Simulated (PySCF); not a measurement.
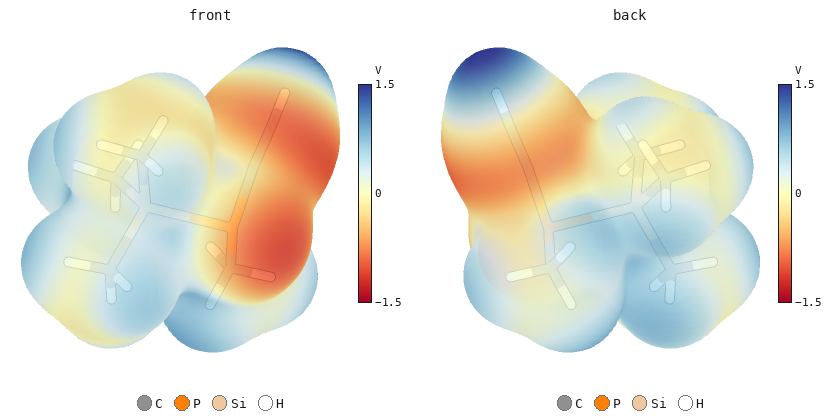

Figure 1: C6H13PSi (SMILES C#CP(C)[Si](C)(C)C). The electrostatic potential painted on the density surface at 0.002 e/bohr³, seen from the front and from behind; the colour scale runs from red (negative) to blue (positive).

Geometry: GFN2-xTB.

Computed with PBE0/pcSseg-1, SCF density, gas phase, non-relativistic (PySCF).

```yaml
atoms:
  - { symbol: C, position_ang: [2.4042, 2.1994, -0.8767] }
  - { symbol: C, position_ang: [2.0413, 1.1921, -0.3279] }
  - { symbol: P, position_ang: [1.6424, -0.2621, 0.5775] }
  - { symbol: C, position_ang: [1.9068, -1.4807, -0.8041] }
  - { symbol: Si, position_ang: [-0.6194, -0.0293, 0.4470] }
  - { symbol: C, position_ang: [-1.0649, 1.4180, 1.6069] }
  - { symbol: C, position_ang: [-1.2735, 0.3396, -1.3156] }
  - { symbol: C, position_ang: [-1.3794, -1.6599, 1.0936] }
  - { symbol: H, position_ang: [2.6952, 3.0720, -1.3853] }
  - { symbol: H, position_ang: [2.9767, -1.6024, -0.9672] }
  - { symbol: H, position_ang: [1.4435, -1.1445, -1.7286] }
  - { symbol: H, position_ang: [1.4896, -2.4418, -0.5105] }
  - { symbol: H, position_ang: [-0.6085, 2.3417, 1.2646] }
  - { symbol: H, position_ang: [-2.1380, 1.5724, 1.6551] }
  - { symbol: H, position_ang: [-0.7099, 1.2313, 2.6157] }
  - { symbol: H, position_ang: [-2.3415, 0.5356, -1.3127] }
  - { symbol: H, position_ang: [-0.7754, 1.2118, -1.7293] }
  - { symbol: H, position_ang: [-1.0943, -0.4934, -1.9893] }
  - { symbol: H, position_ang: [-2.4603, -1.5908, 1.1599] }
  - { symbol: H, position_ang: [-1.0013, -1.8957, 2.0838] }
  - { symbol: H, position_ang: [-1.1424, -2.4962, 0.4427] }
```

Which sites attract a positive test charge, and which a negative one?

Answer. A positive charge is drawn to the negative regions and a negative charge to the positive ones. The most negative region (about −1.1 V) lies over P3, the most positive (about +1.5 V) over H9.
